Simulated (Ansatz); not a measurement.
H7MgNOSi2 (SMILES [OH][Mg][N]([SiH3])[SiH3])

The calculation's input:

```
crystal:
  periodic: [false, false, false]
  atoms:
    - {symbol: Mg, position_ang: [-0.275465, 1.672698, 0.345725]}
    - {symbol: "N", position_ang: [0.037118, -0.188752, -0.035177]}
    - {symbol: O, position_ang: [-0.561282, 3.371126, 0.692486]}
    - {symbol: Si, position_ang: [-1.008328, -1.364257, 0.688803]}
    - {symbol: Si, position_ang: [1.350403, -0.605523, -1.084225]}
    - {symbol: H, position_ang: [-0.714629, 4.289626, 0.881488]}
    - {symbol: H, position_ang: [-1.772657, -2.180589, -0.310725]}
    - {symbol: H, position_ang: [-0.291884, -2.326786, 1.588730]}
    - {symbol: H, position_ang: [-2.012653, -0.620060, 1.528645]}
    - {symbol: H, position_ang: [2.019872, 0.676998, -1.502278]}
    - {symbol: H, position_ang: [0.916375, -1.315400, -2.332165]}
    - {symbol: H, position_ang: [2.389930, -1.464281, -0.427307]}
basis:
  gaussian: {orbitals: def2-SVPD}
hamiltonian: {xc: {name: PBE0}}
output: {forces: true, orbitals: {seedname: orbitals}}
```

Launched as:

```sh
ansatz run input.yaml --threads 2 --pin off --max-ram 5220MiB --events-out events.jsonl --progress --plain --runs-dir runs
```

Geometry: PBE0-D4/def2-SVP.

Level of theory: Ansatz 0.2.0, isolated molecule in a Gaussian basis; Kohn-Sham density functional theory, functional PBE0.

**What will maps of the electron density and electron localisation function show?**

Si–N (1.73 Å): ρ is about 1 e/Å³ halfway; the ELF peaks at about 0.90 between the atoms; a shared but strongly polarised pair.
Mg–O (1.76 Å): ρ is about 0.6 e/Å³ halfway; the ELF peaks at about 0.80 in the valence shell of O, 0.6 Å from its nucleus, and is about 0.20 at the midpoint (a largely ionic contact).
Mg–N (1.93 Å): ρ at the midpoint is about 0.52 e/Å³; the ELF peaks at about 0.90 in the valence shell of N, 0.7 Å from its nucleus, and is about 0.30 at the midpoint; a largely ionic contact.
O–H (0.95 Å): ρ is about 3.7 e/Å³ halfway; the ELF climbs to about 1 towards the hydrogen, as it does in any bond to H: a covalent bond by its length.

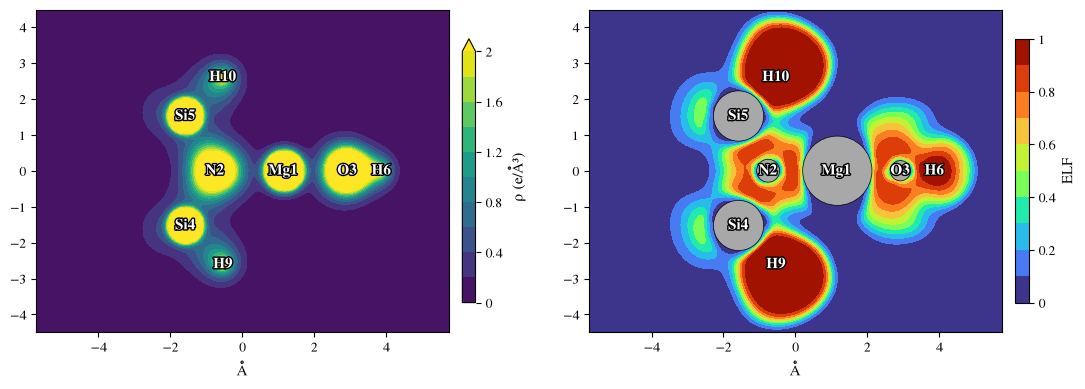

Computed electron density and electron localisation function on the plane of atoms Mg1, N2 and Si5, in this order. Grey discs cover the atomic cores in the ELF map. 
